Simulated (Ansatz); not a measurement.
# C3H8OSi: one species, many methods, part 2 of 2

Ansatz 0.2.0, Gaussian basis; functionals in def2-TZVPP, the program's frozen cores in correlated methods. Earlier steps stand in the parts before.

## Step 17: ωB97M-V (range-separated)

in.yaml

```yaml
crystal:
  periodic: [false, false, false]
  atoms:
    - {symbol: C, position_ang: [-1.114145, 0.068231, 0.452235]}
    - {symbol: C, position_ang: [0.404067, 0.038687, 0.386451]}
    - {symbol: C, position_ang: [0.928182, -1.312478, -0.106418]}
    - {symbol: Si, position_ang: [1.270199, 1.421480, -0.638373]}
    - {symbol: O, position_ang: [-0.000961, 2.313312, -1.206789]}
    - {symbol: H, position_ang: [-1.494212, 1.007994, 0.866757]}
    - {symbol: H, position_ang: [-1.560387, -0.069351, -0.539651]}
    - {symbol: H, position_ang: [-1.508870, -0.735248, 1.082867]}
    - {symbol: H, position_ang: [0.805757, 0.194298, 1.401566]}
    - {symbol: H, position_ang: [2.021133, -1.334858, -0.158393]}
    - {symbol: H, position_ang: [0.551479, -1.542190, -1.108625]}
    - {symbol: H, position_ang: [0.612727, -2.127991, 0.551985]}
    - {symbol: H, position_ang: [-0.894668, 2.043415, -0.968713]}
basis:
  gaussian: {orbitals: def2-TZVPP}
hamiltonian: {xc: {name: wB97M-V}}
output: {forces: true, orbitals: {seedname: orbitals}}
```

Launch:

```sh
ansatz run in.yaml --threads 4 --pin off --events-out ev --progress --plain --max-ram 10444MiB
```

The log of the run (excerpt; [...] marks lines left out):

```text
Functional definition: wB97M-V
  name "wB97M-V"
  cite "Mardirossian & Head-Gordon, J. Chem. Phys. 144, 214110 (2016) doi:10.1063/1.4952647"
  cite "Becke, J. Chem. Phys. 107, 8554 (1997) doi:10.1063/1.475007"
  cite "Vydrov & Van Voorhis, J. Chem. Phys. 133, 244103 (2010) doi:10.1063/1.3521275"
  # Of w^i u^j: cxij and so on, Table III.
[...]
  gx(w, u) = 1 - cx + cx01*u + cx10*w
[...]
Atom 9 at     2.021133    -1.334858    -0.158393 Å, force    -0.076126    -0.001422     0.003874 eV/Å
Atom 10 at     0.551479    -1.542190    -1.108625 Å, force     0.020168     0.017821     0.060275 eV/Å
Atom 11 at     0.612727    -2.127991     0.551985 Å, force     0.024496     0.057840    -0.054824 eV/Å
Atom 12 at    -0.894668     2.043415    -0.968713 Å, force     0.056372     0.036592    -0.029637 eV/Å
Dipole moment:    -0.320472    -0.282304     0.232987 e Å
```

It took 11 s on 4 threads of Arm Neoverse V2, shared host; peak memory 1.1 GiB.

Atomisation energy: 5024.2 kJ/mol (free atoms -13113.758 eV, run apart). HOMO -8.20 eV, LUMO 0.42 eV.

## Step 18: B2PLYP (double hybrid)

in.yaml, as its differences from that of step 17:

```diff
@@ -18,3 +18,2 @@
   gaussian: {orbitals: def2-TZVPP}
-hamiltonian: {xc: {name: wB97M-V}}
-output: {forces: true, orbitals: {seedname: orbitals}}
+hamiltonian: {xc: {name: B2PLYP}}
```

The command is unchanged.

The log of the run (excerpt; [...] marks lines left out):

```text
Functional definition: B2PLYP
  name "B2PLYP"
  cite "Grimme, J. Chem. Phys. 124, 034108 (2006) doi:10.1063/1.2148954"
  cite "Becke, Phys. Rev. A 38, 3098 (1988) doi:10.1103/PhysRevA.38.3098"
  cite "Lee, Yang & Parr, Phys. Rev. B 37, 785 (1988) doi:10.1103/PhysRevB.37.785"
[...]
1624 factors; integrals over basis functions are off by at most 1.2e-3 eV
[...]
mean field -13153.25627895 eV, -483.3732526541 hartree, gradient 6.1e-6 eV, S^2 0.000000; 0 other end points of the search recorded, 0 dependent functions left out
9 core orbitals not correlated: weight in the atoms' cores, before any rotation towards them, 1.000 or more for the frozen orbitals, at most 0.000 for the correlated occupied ones
reference -13153.25645879 eV, -483.3732592630 hartree; 15, 15 occupied and 254, 254 virtual orbitals, 1624 factors
second order -28.90290443 eV of doubles, -0.00000000 eV of singles
Total energy: -13161.06024298 eV, -483.6600430425 hartree
```

Wall time 6 s (4 threads of Arm Neoverse V2, shared host); peak memory 0.82 GiB.

With the free atoms at this level, -13109.772 eV in sum, the atomisation energy is 4948.6 kJ/mol.

## Step 19: PBE-QIDH (double hybrid)

in.yaml, as its differences from that of step 18:

```diff
@@ -18,2 +18,2 @@
   gaussian: {orbitals: def2-TZVPP}
-hamiltonian: {xc: {name: B2PLYP}}
+hamiltonian: {xc: {name: PBE-QIDH}}
```

Launched as before.

The log of the run (excerpt; [...] marks lines left out):

```text
Functional definition: PBE-QIDH
  name "PBE-QIDH"
  cite "Brémond, Sancho-García, Pérez-Jiménez & Adamo, J. Chem. Phys. 141, 031101 (2014) doi:10.1063/1.4890314"
  cite "Perdew, Burke & Ernzerhof, Phys. Rev. Lett. 77, 3865 (1996) doi:10.1103/PhysRevLett.77.3865"
[...]
1624 factors; integrals over basis functions are off by at most 1.2e-3 eV
[...]
mean field -13147.20472002 eV, -483.1508619654 hartree, gradient 2.0e-6 eV, S^2 0.000000; 0 other end points of the search recorded, 0 dependent functions left out
9 core orbitals not correlated: weight in the atoms' cores, before any rotation towards them, 1.000 or more for the frozen orbitals, at most 0.000 for the correlated occupied ones
reference -13147.20473312 eV, -483.1508624468 hartree; 15, 15 occupied and 254, 254 virtual orbitals, 1624 factors
second order -26.84336835 eV of doubles, -0.00000000 eV of singles
Total energy: -13156.15252257 eV, -483.4796876440 hartree
```

Run time: 6.5 s. Hardware: 4 threads of Arm Neoverse V2, shared host; peak memory 0.82 GiB.

With the free atoms at this level, -13104.619 eV in sum, the atomisation energy is 4972.2 kJ/mol.

## Step 20: Orbital energies across the functionals

Dipoles come from the runs that computed forces. Levels are read from the orbital files that the runs wrote:

```tsv
functional	HOMO (eV)	LUMO (eV)	gap (eV)	dipole (D)
LDA (SPW92)	-5.15	-2.57	2.58	
PBE-D4	-5.05	-2.38	2.67	2.44
revPBE-D4	-5.01	-2.30	2.71	
BLYP-D4	-4.94	-2.24	2.70	
r2SCAN-D4	-5.24	-2.26	2.97	2.54
B97M-V	-5.32	-2.23	3.09	
PBE0-D4	-6.11	-1.54	4.57	
B3LYP-D4	-5.95	-1.74	4.21	2.39
r2SCANh-D4	-5.63	-1.94	3.69	
r2SCAN0-D4	-6.23	-1.47	4.75	
HSE06-D4	-5.72	-1.92	3.80	
BHLYP-D4	-7.09	-0.62	6.47	
CAM-B3LYP-D4	-7.40	-0.45	6.96	
LC-ωPBE	-8.66	0.67	9.33	
ωB97X-V	-8.36	0.55	8.92	
ωB97M-V	-8.20	0.42	8.62	2.34
```

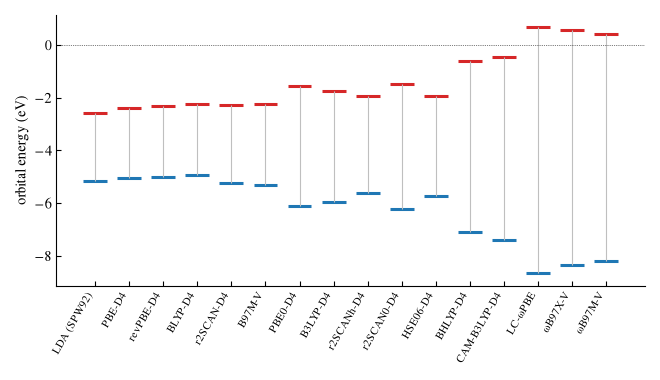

Highest occupied (blue) and lowest empty (red) level by functional.

## Step 21: CCSD(T) in def2-SVP

in.yaml, as its differences from that of step 19:

```diff
@@ -17,3 +17,3 @@
 basis:
-  gaussian: {orbitals: def2-TZVPP}
-hamiltonian: {xc: {name: PBE-QIDH}}
+  gaussian: {orbitals: def2-SVP}
+correlation: {method: ccsd_t}
```

Launched as before.

The log of the run (excerpt; [...] marks lines left out):

```text
Functional definition: HF
  name "HF"
  cite "Fock, Z. Phys. 61, 126 (1930) doi:10.1007/BF01340294"
  parent pbe
[...]
1148 factors; integrals over basis functions are off by at most 1.6e-3 eV
[...]
mean field -13110.89662511 eV, -481.8165640880 hartree, gradient 1.5e-6 eV, S^2 0.000000; 0 other end points of the search recorded, 0 dependent functions left out; unrestricted orbitals would lower it
[...]
reference -13110.89662511 eV, -481.8165640880 hartree; 15, 15 occupied and 90, 90 virtual orbitals, 1148 factors
second order -19.19659627 eV of doubles, -0.00000000 eV of singles
cycle   1  -20.12938665 eV  change   -9.3e-1 eV  update   1.1e-1
[...]
cycle   9  -20.79968464 eV  change   -2.6e-5 eV  update   3.1e-5
perturbative correction -0.60479301 eV, -0.0222257333 hartree
Total energy: -13132.30110277 eV, -482.6031641333 hartree
```

Run time: 5 s. Hardware: 4 threads of Arm Neoverse V2, shared host; peak memory 0.6 GiB.

## Step 22: CCSD(T) in def2-TZVPP

in.yaml, as its differences from that of step 21:

```diff
@@ -17,3 +17,4 @@
 basis:
-  gaussian: {orbitals: def2-SVP}
+  gaussian: {orbitals: def2-TZVPP}
 correlation: {method: ccsd_t}
+output: {orbitals: {seedname: orbitals}}
```

Launched as before.

The log of the run (excerpt; [...] marks lines left out):

```text
Functional definition: HF
  name "HF"
  cite "Fock, Z. Phys. 61, 126 (1930) doi:10.1007/BF01340294"
  parent pbe
[...]
1624 factors; integrals over basis functions are off by at most 1.2e-3 eV
[...]
mean field -13119.88358454 eV, -482.1468287554 hartree, gradient 1.8e-6 eV, S^2 0.000000; 0 other end points of the search recorded, 0 dependent functions left out; unrestricted orbitals would lower it
[...]
reference -13119.88358454 eV, -482.1468287554 hartree; 15, 15 occupied and 254, 254 virtual orbitals, 1624 factors
second order -23.83279475 eV of doubles, -0.00000000 eV of singles
cycle   1  -24.40759423 eV  change   -5.7e-1 eV  update   1.1e-1
[...]
cycle  10  -25.13487413 eV  change    2.1e-5 eV  update   2.4e-5
perturbative correction -1.00498347 eV, -0.0369324613 hartree
Total energy: -13146.02344214 eV, -483.1074508038 hartree
```

It took 2.8 min on 4 threads of Arm Neoverse V2, shared host; peak memory 7.9 GiB.

## Step 23: MP2 in def2-QZVPP

in.yaml, as its differences from that of step 22:

```diff
@@ -17,4 +17,3 @@
 basis:
-  gaussian: {orbitals: def2-TZVPP}
-correlation: {method: ccsd_t}
-output: {orbitals: {seedname: orbitals}}
+  gaussian: {orbitals: "def2-QZVPP.json"}
+correlation: {method: mp2}
```

Same command.

The log of the run (excerpt; [...] marks lines left out):

```text
Functional definition: HF
  name "HF"
  cite "Fock, Z. Phys. 61, 126 (1930) doi:10.1007/BF01340294"
  parent pbe
[...]
3191 factors; integrals over basis functions are off by at most 9.3e-4 eV
[...]
mean field -13120.37669042 eV, -482.1649500623 hartree, gradient 2.5e-6 eV, S^2 0.000000; 0 other end points of the search recorded, 0 dependent functions left out; unrestricted orbitals would lower it
[...]
9 core orbitals not correlated: weight in the atoms' cores, before any rotation towards them, 1.000 or more for the frozen orbitals, at most 0.000 for the correlated occupied ones
reference -13120.37669042 eV, -482.1649500623 hartree; 15, 15 occupied and 514, 514 virtual orbitals, 3191 factors
second order -25.47985939 eV of doubles, -0.00000000 eV of singles
Total energy: -13145.85654981 eV, -483.1013176239 hartree
```

Run time: 26 s. Hardware: 4 threads of Arm Neoverse V2, shared host; peak memory 4.2 GiB.

Energy pieces by basis (eV):

```tsv
basis	HF	MP2 correlation	CCSD correlation	(T)	total
def2-SVP	-13110.8966	-19.1966	-20.7997	-0.6048	-13132.3011
def2-TZVPP	-13119.8836	-23.8328	-25.1349	-1.0050	-13146.0234
def2-QZVPP	-13120.3767	-25.4799			-13145.8565 (MP2)
```

The report of the def2-TZVPP run gives T1 = 0.0126.

## Step 24: From triple and quadruple zeta to the limit

This step is arithmetic on the last runs, with X = 3 and 4: exp(−7.88√X) for Hartree-Fock, X^−2.97 for correlation; only MP2 was run in the larger set, so CCSD(T) minus MP2 is added from the smaller one.

```tsv
level	energy at the limit (eV)
HF	-13120.4446
MP2	-13147.1445
CCSD	-13148.4466
CCSD(T)	-13149.4516
```

## Step 25: RPA on PBE orbitals

in.yaml, as its differences from that of step 23:

```diff
@@ -17,3 +17,4 @@
 basis:
-  gaussian: {orbitals: "def2-QZVPP.json"}
-correlation: {method: mp2}
+  gaussian: {orbitals: def2-TZVPP}
+hamiltonian: {xc: pbe}
+correlation: {method: rpa}
```

Launched as before.

The log of the run (excerpt; [...] marks lines left out):

```text
Functional definition: PBE
  name "PBE"
  cite "Perdew, Burke & Ernzerhof, Phys. Rev. Lett. 77, 3865 (1996) doi:10.1103/PhysRevLett.77.3865"
  parent pbe
[...]
1624 factors; integrals over basis functions are off by at most 1.2e-3 eV
[...]
mean field -13157.90211922 eV, -483.5439841349 hartree, gradient 4.4e-6 eV, S^2 0.000000; 0 other end points of the search recorded, 0 dependent functions left out
9 core orbitals not correlated: weight in the atoms' cores, before any rotation towards them, 1.000 or more for the frozen orbitals, at most 0.000 for the correlated occupied ones
reference -13118.37620303 eV, -482.0914335066 hartree; 15, 15 occupied and 254, 254 virtual orbitals, 1624 factors
Total energy: -13158.00519786 eV, -483.5477722052 hartree
```

It took 5.5 s on 4 threads of Arm Neoverse V2, shared host; peak memory 0.85 GiB.

RPA correlation: -39.629 eV. No RPA run of the hydrogen atom was made, so RPA has no atomisation energy below.

## Step 26: The ladder

Atomisation energy = energies of 3 C, 1 Si, 1 O, 8 H (separate runs, same level) minus the molecule's; electronic only, no spin-orbit term.

Differences are taken before rounding.

```tsv
method	rung	atoms, summed (eV)	atomisation energy (kJ/mol)	from CCSD(T)/CBS (kJ/mol)	time
LDA (SPW92)	LDA	-13032.869	5691.5	+684.0	1.3 s
PBE-D4	GGA	-13105.477	5086.0	+78.4	2.5 s
revPBE-D4	GGA	-13114.701	4976.2	-31.4	2 s
BLYP-D4	GGA	-13115.416	4988.0	-19.6	2 s
r2SCAN-D4	meta-GGA	-13113.114	5002.0	-5.6	4.5 s
B97M-V	meta-GGA	-13114.309	5009.8	+2.2	9 s
PBE0-D4	hybrid	-13107.520	5008.9	+1.3	2.6 s
B3LYP-D4	hybrid	-13118.175	5001.1	-6.5	4.2 s
r2SCANh-D4	hybrid	-13113.101	4976.6	-31.0	4.6 s
r2SCAN0-D4	hybrid	-13113.093	4940.6	-66.9	4.6 s
HSE06-D4	hybrid	-13106.995	5012.1	+4.5	2.9 s
BHLYP-D4	hybrid	-13115.499	4869.9	-137.6	2.8 s
CAM-B3LYP-D4	range-separated	-13114.574	5021.1	+13.5	3.1 s
LC-ωPBE	range-separated	-13111.370	4975.8	-31.8	2.6 s
ωB97X-V	range-separated	-13113.973	5007.6	0.0	7 s
ωB97M-V	range-separated	-13113.758	5024.2	+16.6	11 s
B2PLYP	double hybrid	-13109.772	4948.6	-59.0	6 s
PBE-QIDH	double hybrid	-13104.619	4972.2	-35.3	6.5 s
HF/def2-TZVPP	wavefunction	-13081.667	3687.4	-1320.2	
MP2/def2-TZVPP	wavefunction	-13092.443	4947.1	-60.5	
CCSD/def2-TZVPP	wavefunction	-13095.060	4820.2	-187.3	
CCSD(T)/def2-SVP	wavefunction	-13083.057	4751.3	-256.2	5 s
CCSD(T)/def2-TZVPP	wavefunction	-13095.371	4887.2	-120.4	2.8 min
MP2/CBS	wavefunction	-13094.624	5067.5	+59.9	
CCSD(T)/CBS	wavefunction	-13097.552	5007.6	0	3.2 min
```

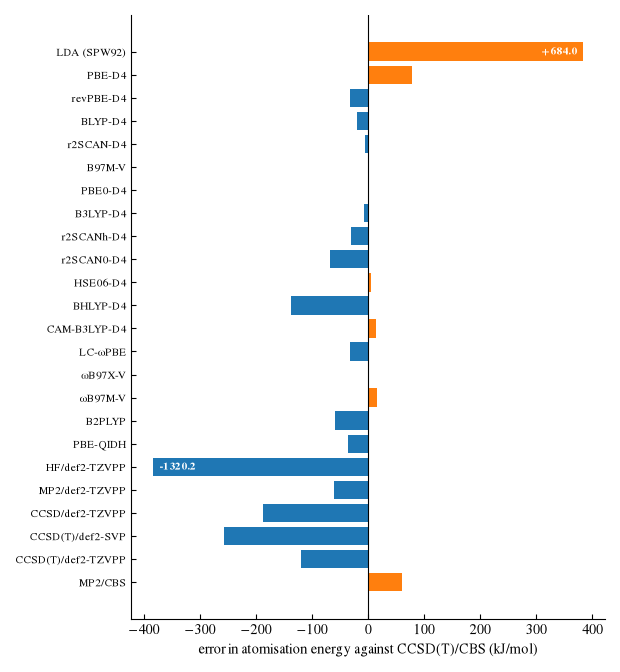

Deviations from CCSD(T)/CBS, method by method. Bars with a number in them are cut short.

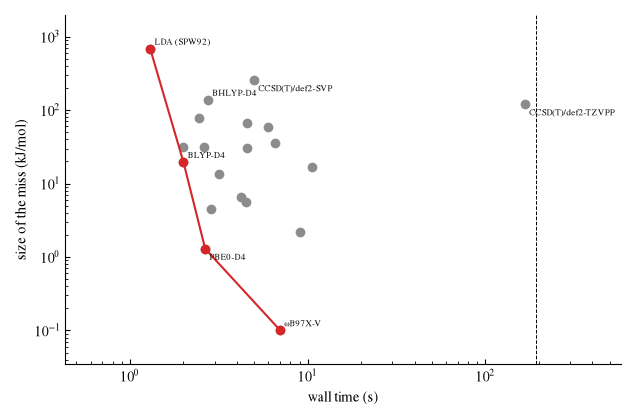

Accuracy for the time spent; red marks the levels that beat every quicker one drawn (of those quicker than the yardstick), and the dashed line is the time of CCSD(T)/CBS. Only those levels and the largest misses are named. Misses under 0.1 kJ/mol are drawn at that value. Times are from a shared host.

LDA (SPW92), LC-ωPBE, B2PLYP, PBE-QIDH carry no dispersion term (for B3LYP, D4 adds 44.5 kJ/mol).

Times are those of the molecule's run; HF, MP2 and CCSD come out of the CCSD(T) runs, and the limit's time is the sum of the runs that it needs.

## Step 27: Results

What follows sums up all 2 parts.

| quantity | value |
| --- | --- |
| atomisation energy, CCSD(T)/CBS | 5007.6 kJ/mol |
| functionals within 25.0 kJ/mol (0.5 %) | BLYP-D4, r2SCAN-D4, B97M-V, PBE0-D4, B3LYP-D4, HSE06-D4, CAM-B3LYP-D4, ωB97X-V, ωB97M-V |
| farthest beyond LDA | BHLYP-D4 (-137.6 kJ/mol) |
| mean size of error, GGA | 43.1 kJ/mol |
| mean size of error, meta-GGA | 3.9 kJ/mol |
| mean size of error, hybrid | 41.3 kJ/mol |
| mean size of error, range-separated | 15.5 kJ/mol |
| mean size of error, double hybrid | 47.2 kJ/mol |
| gap, smallest and largest | 2.58 eV (LDA (SPW92)), 9.33 eV (LC-ωPBE) |
| T1 diagnostic | 0.0126 |
| triples share of the correlation energy | 3.8 % |

**Reading.** LDA overbinds by 684.0 kJ/mol (14 %). PBE-D4 misses by +78.4 kJ/mol. Double hybrids carry the basis error of their MP2 part in triple zeta, and no dispersion term here, so their miss is partly the set-up's. The rungs meta-GGA, range-separated miss on average by less than the doubt on the reference (25.0 kJ/mol), so they tie. Misses under about 25.0 kJ/mol are within the doubt on the reference itself, which lacks core-valence correlation, relativity and higher excitations. Hartree-Fock recovers 74 % of the binding; the rest is correlation. CCSD(T) in def2-SVP is off by -256.2 kJ/mol, worse than the median functional, from the basis alone. Orbital gaps span 2.6 to 9.3 eV; exact exchange widens them. The restricted reference is unstable towards a spin-broken one.

For cost: ωB97X-V gets within 0.0 kJ/mol in 7 s, where CCSD(T)/CBS took 3.2 min; the quickest level in the cost chart, LDA (SPW92), takes 1.3 s and misses by 684.0 kJ/mol.
